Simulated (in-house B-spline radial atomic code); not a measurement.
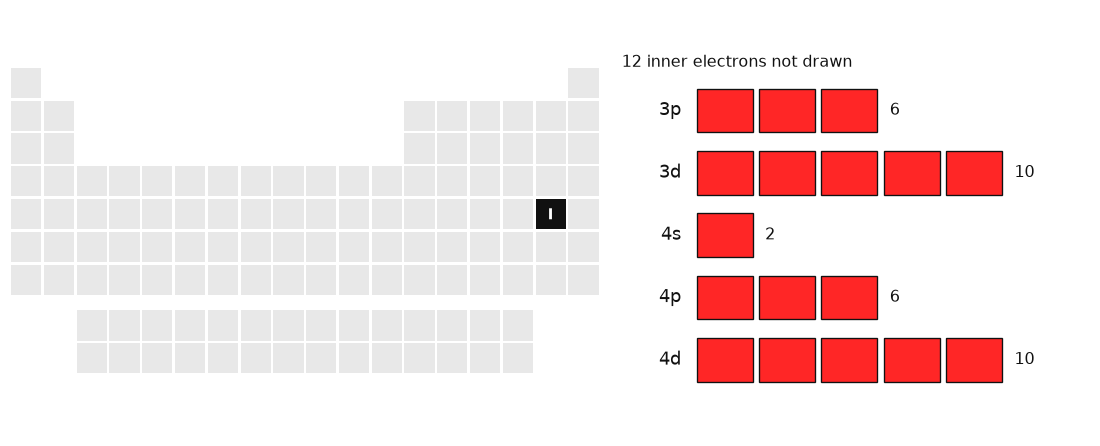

Left, the place of iodine in the periodic table; right, the outer shells of the closed core: a box for each of the 2l + 1 orbitals, shaded by the share of the shell that is filled, with the electron count at the right.

# Run report: I⁵⁺, many-body perturbation calculation

System: I⁵⁺, core [Kr] 4d10.
Method: configuration interaction of two valence electrons with many-body perturbation theory for the core (screened one- and two-electron correlation potentials), Breit and QED, no-pair Dirac, B-spline basis (in-house B-spline radial atomic code).

### Input
```
basis_form = 3
Z = 53
core_configuration = [Kr] 4d10
rms_radius = 4.75
mass_number = 127
speed_of_light = 137.035999084
box_radius = 12.857
lmax = 6
intervals = 63
virtual_cutoff = 5618.0
```

The run was one of a batch that the task file lists, launched with:
```bash
python <driver script> task.json out
```

The program writes its results to a structured record and prints no log; tables and figures of this report are taken from that record.

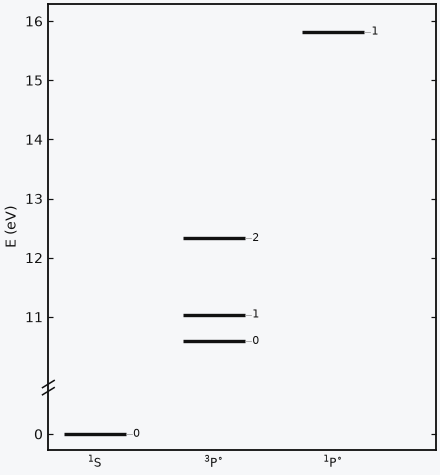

Levels of I VI (I⁵⁺), two electrons outside the core [Kr] 4d¹⁰. CI+MBPT: configuration interaction in the frozen-core Dirac–Hartree–Fock potential with screened core-valence correlation, Breit and QED terms; computed with a B-spline radial code. The lowest level is 5s² ¹S₀. The first excited level, 5s 5p ³P°₀, lies at 10.6 eV. It is also the lowest level of opposite parity. The ionisation energy is 74.51 eV, against 72.97 eV from CI without core-valence correlation and a semi-empirical value of 74.40 eV.

```csv
Level,E (eV)
5s² ¹S₀,0
5s 5p ³P°₀,10.59
5s 5p ³P°₁,11.04
5s 5p ³P°₂,12.33
5s 5p ¹P°₁,15.82
```

### Summary

```tsv
quantity	value
outcome	converged
hardware	1 CPU thread, shared host
wall time	58 s
```
